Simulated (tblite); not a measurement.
**C₄H₈BrFSi: saddle-point search**

System: C₄H₈BrFSi, SMILES F[C@@H]1C[SiH2][C@@H](Br)C1.
Method: GFN2-xTB saddle search (eigenvector following) and harmonic vibrations, gas phase (tblite 0.8.0).

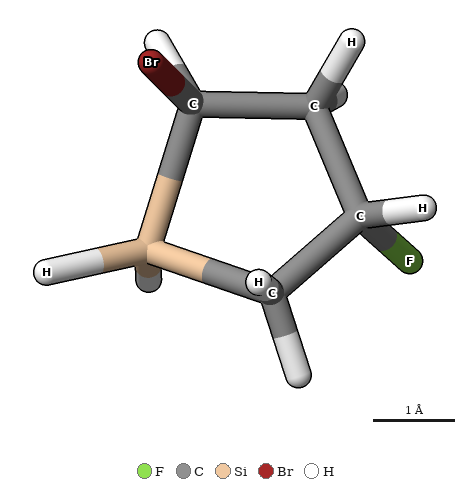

Figure 1. The input geometry (stick view, seen at a tilt).

The input
```
{"job": {"xc": "GFN2-xTB", "basis": "xTB", "kind": "saddle"}, "charge": 0, "multiplicity": 1}
F     -2.288774    -0.153340     0.212752
C     -1.173399     0.065356    -0.584646
C     -0.335288    -1.212563    -0.587084
Si     0.855095    -1.020111     0.883725
C      0.993113     0.844542     0.457662
Br     2.263914     0.965586    -1.053308
C     -0.397371     1.258649     0.005738
H     -1.578310     0.293216    -1.577609
H      0.228822    -1.266876    -1.518027
H     -0.997582    -2.074863    -0.559661
H      2.122113    -1.724361     0.739146
H      0.229381    -1.189800     2.193758
H      1.394881     1.526042     1.202862
H     -0.364684     2.090592    -0.700441
H     -0.951910     1.597930     0.885133
```

The first line tells a small driver script what to run in tblite; the rest is the geometry in Å.

Machine: 1 CPU thread, shared host.

Command:
```bash
OMP_NUM_THREADS=1 python <driver script> task.json out
```

What the program printed
```
step      E/eV     max force
  0    -630.98289   0.0406
  1    -630.98598   0.0815
  2    -630.98592   0.0236
  3    -630.98704   0.0267
  4    -630.98686   0.0193
  5    -630.98650   0.0718
  6    -630.98671   0.0081
  7    -630.98667   0.0154
  8    -630.98668   0.0014
lowest wavenumbers (cm-1): -39.7 90.6 164.1 222.2 351.7 406.4
```

Trajectory as extended XYZ (Å, eV, eV/Å), 9 frames, from step=0 to step=8
```
15
Properties=species:S:1:pos:R:3:forces:R:3 step=0 energy=-630.98289
F    -2.2888   -0.1533    0.2128    0.0010   0.0050   0.0030
C    -1.1734    0.0654   -0.5846    0.0150  -0.0050   0.0160
C    -0.3353   -1.2126   -0.5871   -0.0120  -0.0060  -0.0010
Si    0.8551   -1.0201    0.8837    0.0010  -0.0070  -0.0010
C     0.9931    0.8445    0.4577    0.0000  -0.0120  -0.0030
Br    2.2639    0.9656   -1.0533    0.0090   0.0330   0.0210
C    -0.3974    1.2586    0.0057   -0.0060   0.0080  -0.0100
H    -1.5783    0.2932   -1.5776    0.0020  -0.0040  -0.0110
H     0.2288   -1.2669   -1.5180   -0.0220  -0.0180  -0.0290
H    -0.9976   -2.0749   -0.5597    0.0040   0.0140   0.0270
H     2.1221   -1.7244    0.7391    0.0110   0.0130  -0.0100
H     0.2294   -1.1898    2.1938   -0.0090   0.0000   0.0020
H     1.3949    1.5260    1.2029   -0.0140  -0.0150   0.0030
H    -0.3647    2.0906   -0.7004    0.0100  -0.0110  -0.0070
H    -0.9519    1.5979    0.8851    0.0110   0.0050  -0.0020
15
Properties=species:S:1:pos:R:3:forces:R:3 step=1 energy=-630.98598
F    -2.3280   -0.1171    0.1282    0.0690   0.0110  -0.0420
C    -1.1639    0.0728   -0.6077   -0.0330  -0.0120  -0.0110
C    -0.3528   -1.2252   -0.5648   -0.0260  -0.0280  -0.0420
Si    0.8730   -1.0195    0.8749   -0.0010  -0.0080  -0.0040
C     0.9930    0.8480    0.4615    0.0000  -0.0020  -0.0010
Br    2.2614    1.0051   -1.0466    0.0020   0.0090   0.0090
C    -0.4001    1.2573    0.0164   -0.0200  -0.0010  -0.0020
H    -1.5085    0.3015   -1.6254    0.0140  -0.0150   0.0600
H     0.1845   -1.3439   -1.5086   -0.0460   0.0030   0.0570
H    -1.0385   -2.0675   -0.4775    0.0420   0.0550  -0.0020
H     2.1458   -1.7065    0.6949   -0.0070   0.0070   0.0000
H     0.2805   -1.2024    2.1998    0.0030   0.0010  -0.0100
H     1.3862    1.5219    1.2180   -0.0030  -0.0050  -0.0020
H    -0.3738    2.1083   -0.6675   -0.0010  -0.0150   0.0040
H    -0.9588    1.5672    0.9044    0.0070  -0.0020  -0.0130
15
Properties=species:S:1:pos:R:3:forces:R:3 step=2 energy=-630.98592
F    -2.2953   -0.1421    0.1961   -0.0190   0.0000   0.0140
C    -1.1707    0.0663   -0.5897    0.0120   0.0000   0.0070
C    -0.3426   -1.2184   -0.5821    0.0020  -0.0020   0.0040
Si    0.8625   -1.0214    0.8757    0.0020  -0.0010  -0.0020
C     0.9934    0.8453    0.4605    0.0010  -0.0010   0.0020
Br    2.2745    0.9936   -1.0382    0.0050   0.0110   0.0120
C    -0.3959    1.2582    0.0044    0.0050   0.0020  -0.0040
H    -1.5632    0.2928   -1.5877   -0.0050   0.0020  -0.0180
H     0.2036   -1.2977   -1.5218   -0.0030  -0.0080  -0.0130
H    -1.0134   -2.0721   -0.5257   -0.0050  -0.0020   0.0100
H     2.1345   -1.7145    0.7224    0.0050   0.0030  -0.0080
H     0.2408   -1.1966    2.1873    0.0020  -0.0050   0.0030
H     1.3850    1.5198    1.2172   -0.0080  -0.0060   0.0030
H    -0.3609    2.0903   -0.7010    0.0060  -0.0010  -0.0080
H    -0.9522    1.5965    0.8828   -0.0010   0.0070  -0.0010
15
Properties=species:S:1:pos:R:3:forces:R:3 step=3 energy=-630.98704
F    -2.3133   -0.1221    0.1629    0.0160   0.0010  -0.0080
C    -1.1686    0.0696   -0.5995   -0.0080  -0.0070  -0.0030
C    -0.3539   -1.2248   -0.5698   -0.0060  -0.0110  -0.0130
Si    0.8726   -1.0226    0.8695    0.0010  -0.0050   0.0010
C     0.9904    0.8476    0.4674    0.0020   0.0010   0.0020
Br    2.2838    1.0188   -1.0181    0.0000   0.0030   0.0050
C    -0.3966    1.2591    0.0032    0.0000  -0.0020   0.0000
H    -1.5370    0.2937   -1.6082    0.0010  -0.0040   0.0140
H     0.1779   -1.3358   -1.5159   -0.0150   0.0020   0.0220
H    -1.0358   -2.0685   -0.4831    0.0150   0.0200  -0.0030
H     2.1474   -1.7052    0.6864   -0.0080   0.0040   0.0010
H     0.2784   -1.2149    2.1923    0.0040   0.0010  -0.0090
H     1.3707    1.5165    1.2349   -0.0030  -0.0040  -0.0040
H    -0.3567    2.0926   -0.7004    0.0010  -0.0010  -0.0020
H    -0.9591    1.5959    0.8784    0.0000   0.0020  -0.0020
15
Properties=species:S:1:pos:R:3:forces:R:3 step=4 energy=-630.98686
F    -2.3239   -0.1136    0.1366    0.0170   0.0020  -0.0090
C    -1.1655    0.0715   -0.6063   -0.0090  -0.0020  -0.0020
C    -0.3577   -1.2274   -0.5637   -0.0030   0.0030  -0.0050
Si    0.8761   -1.0218    0.8685   -0.0030   0.0000   0.0000
C     0.9911    0.8483    0.4664   -0.0020  -0.0020  -0.0020
Br    2.2788    1.0250   -1.0225    0.0020  -0.0010  -0.0010
C    -0.3980    1.2581    0.0083   -0.0060  -0.0020  -0.0010
H    -1.5158    0.2965   -1.6213    0.0030  -0.0040   0.0160
H     0.1699   -1.3527   -1.5095   -0.0040   0.0010   0.0040
H    -1.0443   -2.0654   -0.4660    0.0030   0.0050   0.0000
H     2.1496   -1.7038    0.6786    0.0010   0.0000   0.0000
H     0.2910   -1.2134    2.1950   -0.0010  -0.0010  -0.0010
H     1.3724    1.5166    1.2336    0.0010   0.0030   0.0050
H    -0.3632    2.0998   -0.6859    0.0000  -0.0020  -0.0010
H    -0.9605    1.5822    0.8883    0.0000   0.0010  -0.0020
15
Properties=species:S:1:pos:R:3:forces:R:3 step=5 energy=-630.98650
F    -2.3498   -0.0940    0.0653    0.0610   0.0120  -0.0360
C    -1.1556    0.0773   -0.6243   -0.0320   0.0050  -0.0070
C    -0.3643   -1.2324   -0.5499   -0.0190  -0.0040  -0.0170
Si    0.8836   -1.0183    0.8686   -0.0010   0.0000  -0.0020
C     0.9940    0.8505    0.4619   -0.0090   0.0010  -0.0040
Br    2.2567    1.0290   -1.0474   -0.0020  -0.0020  -0.0010
C    -0.4028    1.2553    0.0257   -0.0280   0.0110   0.0020
H    -1.4569    0.3069   -1.6552    0.0140  -0.0100   0.0540
H     0.1545   -1.3937   -1.4960   -0.0150   0.0070   0.0240
H    -1.0635   -2.0570   -0.4252    0.0150   0.0180  -0.0050
H     2.1560   -1.6996    0.6686    0.0020  -0.0010   0.0000
H     0.3134   -1.2060    2.2023    0.0000   0.0000   0.0010
H     1.3845    1.5205    1.2231    0.0010   0.0030   0.0030
H    -0.3858    2.1223   -0.6392   -0.0040  -0.0310   0.0200
H    -0.9638    1.5392    0.9219    0.0160  -0.0090  -0.0310
15
Properties=species:S:1:pos:R:3:forces:R:3 step=6 energy=-630.98671
F    -2.3336   -0.1059    0.1079    0.0070   0.0010  -0.0040
C    -1.1614    0.0738   -0.6133   -0.0040   0.0010   0.0000
C    -0.3601   -1.2291   -0.5584   -0.0020   0.0000  -0.0020
Si    0.8789   -1.0204    0.8688    0.0000   0.0000   0.0000
C     0.9922    0.8492    0.4646   -0.0010   0.0010   0.0000
Br    2.2690    1.0250   -1.0338    0.0000   0.0000   0.0010
C    -0.4001    1.2569    0.0156   -0.0030   0.0010   0.0000
H    -1.4918    0.3008   -1.6342    0.0010  -0.0010   0.0070
H     0.1641   -1.3682   -1.5041   -0.0020   0.0010   0.0020
H    -1.0514   -2.0617   -0.4504    0.0020   0.0020  -0.0010
H     2.1522   -1.7019    0.6754    0.0000   0.0000   0.0000
H     0.2989   -1.2106    2.1978    0.0000   0.0000   0.0000
H     1.3779    1.5187    1.2288    0.0000   0.0000   0.0000
H    -0.3727    2.1086   -0.6668    0.0000  -0.0040   0.0020
H    -0.9619    1.5647    0.9020    0.0020  -0.0010  -0.0040
15
Properties=species:S:1:pos:R:3:forces:R:3 step=7 energy=-630.98667
F    -2.3429   -0.0985    0.0812    0.0130   0.0020  -0.0080
C    -1.1577    0.0760   -0.6197   -0.0070   0.0010  -0.0010
C    -0.3625   -1.2308   -0.5532   -0.0030   0.0000  -0.0030
Si    0.8815   -1.0191    0.8691    0.0000   0.0000   0.0000
C     0.9931    0.8500    0.4629   -0.0010   0.0010  -0.0010
Br    2.2601    1.0258   -1.0435   -0.0010   0.0000   0.0010
C    -0.4021    1.2557    0.0222   -0.0050   0.0020   0.0000
H    -1.4696    0.3048   -1.6462    0.0030  -0.0020   0.0110
H     0.1589   -1.3823   -1.4987   -0.0030   0.0010   0.0040
H    -1.0583   -2.0587   -0.4362    0.0020   0.0030   0.0000
H     2.1544   -1.7006    0.6719    0.0000   0.0000   0.0000
H     0.3071   -1.2075    2.2009    0.0000   0.0000  -0.0010
H     1.3825    1.5203    1.2245    0.0000   0.0000  -0.0010
H    -0.3814    2.1164   -0.6493   -0.0010  -0.0060   0.0040
H    -0.9631    1.5486    0.9143    0.0040  -0.0020  -0.0070
15
Properties=species:S:1:pos:R:3:forces:R:3 step=8 energy=-630.98668
F    -2.3407   -0.0997    0.0863   -0.0010   0.0000   0.0000
C    -1.1583    0.0756   -0.6184    0.0000   0.0000   0.0000
C    -0.3622   -1.2305   -0.5541    0.0000   0.0000   0.0000
Si    0.8811   -1.0194    0.8688    0.0000   0.0000   0.0000
C     0.9928    0.8499    0.4634    0.0000   0.0000   0.0000
Br    2.2620    1.0262   -1.0410    0.0000   0.0000   0.0000
C    -0.4017    1.2559    0.0207    0.0000   0.0000   0.0000
H    -1.4737    0.3039   -1.6435    0.0000   0.0000  -0.0010
H     0.1593   -1.3799   -1.4997    0.0000   0.0000   0.0000
H    -1.0572   -2.0591   -0.4385    0.0000   0.0000   0.0000
H     2.1541   -1.7007    0.6720    0.0000   0.0000   0.0000
H     0.3059   -1.2085    2.2001    0.0000   0.0000   0.0000
H     1.3811    1.5199    1.2257    0.0000   0.0000   0.0000
H    -0.3795    2.1144   -0.6531    0.0000   0.0010  -0.0010
H    -0.9630    1.5520    0.9113    0.0000   0.0000   0.0010
```

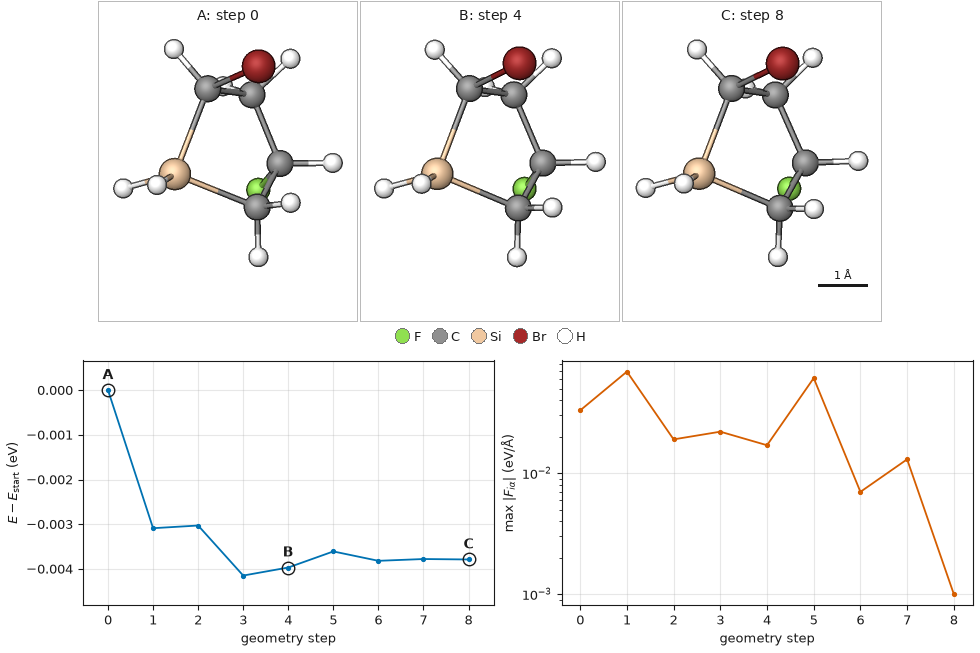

Figure 2. Frames of the saddle-point search (ball-and-stick view, seen at a tilt) above the curves, on which the letters mark them (steps are counted from 0).

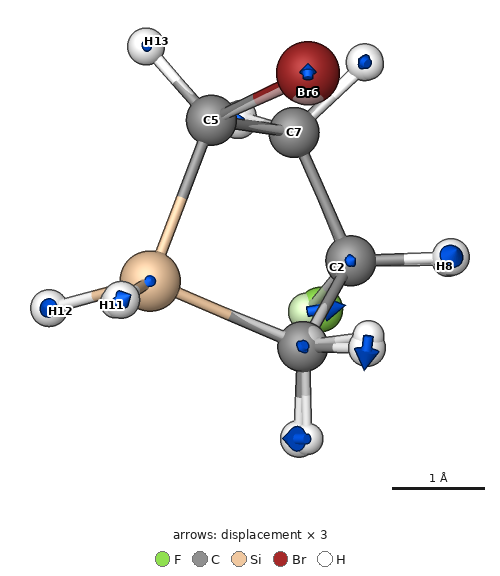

Figure 3. Start (faint) and end (solid) with the displacements as blue arrows, magnified 3 times (ball-and-stick view, seen at a tilt). The two geometries are laid on each other by the best rigid fit. After 8 geometry steps the energy has fallen by 0.004 eV. Largest force component: 0.033 eV/Å at the start, 0.001 eV/Å at the end. F1 moves most after the best rigid fit: 0.15 Å. Largest moves by element: F 0.15 Å, H 0.14 Å, Br 0.06 Å, C 0.05 Å, Si 0.03 Å. (Atoms are counted from 1 in the order of the input.)

Results in brief

| quantity | value |
| --- | --- |
| outcome | converged |
| total energy | −630.9867 eV |
| point group | C1 |
| wall time | 9.8 s |
| peak memory | 0.19 GiB |
